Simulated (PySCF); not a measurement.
# C2H9GaO: the cost of one run

Computed with PySCF 2.14.0, with density-fitted response routines of our own, on a single molecule in the gas phase. Atoms are numbered from 0 throughout.

1 further run of the same task is left out (for a known fault of the program).

### 1 The starting structure

13 atoms, charge 0, multiplicity 1; geometry from: GFN2-xTB. The atoms were then displaced at random by about 0.01 Å, so the start is not that level's minimum.

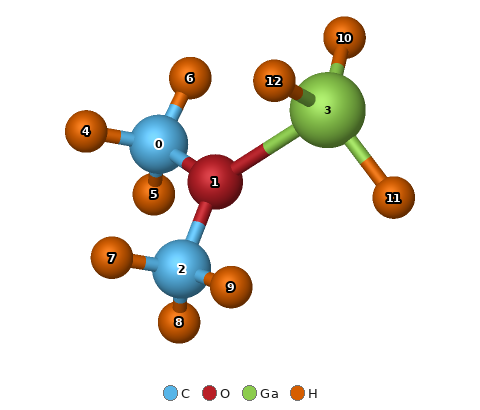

As it starts; carbon blue, oxygen red, gallium green, hydrogen orange, atoms numbered.

### 2 Optimising the geometry at PBE0-D3(BJ)/def2-SVP

The job: settings as JSON, then the geometry in Å.

```
{"job": {"xc": "PBE0", "basis": "def2-SVP", "d3": "d3bj", "grid": 1, "shake": 0.01, "kind": "geom"}, "charge": 0, "multiplicity": 1}
C     -0.299160     1.474220     0.031110
O     -0.115440     0.100570    -0.087980
C     -1.301690    -0.668930     0.087880
Ga     1.760700    -0.883260    -0.156100
H     -0.712040     1.750250     1.006340
H     -1.020940     1.849630    -0.745460
H      0.662480     1.969070    -0.117040
H     -1.695750    -0.488370     1.082960
H     -2.024710    -0.422430    -0.653640
H     -0.982540    -1.714350     0.015640
H      2.566930     0.326200    -0.601430
H      1.345580    -1.968300    -1.187450
H      1.822410    -1.341190     1.314840
```

Started as:

```bash
$ OMP_NUM_THREADS=1 python probes_run.py task.json out
```

One launch serves the whole session: the jobs run in the order shown.

Q: Estimate the wall time and peak memory of this first job on 1 thread of Arm Neoverse V2, shared host.

About 63 s, with a peak of 0.52 GiB.
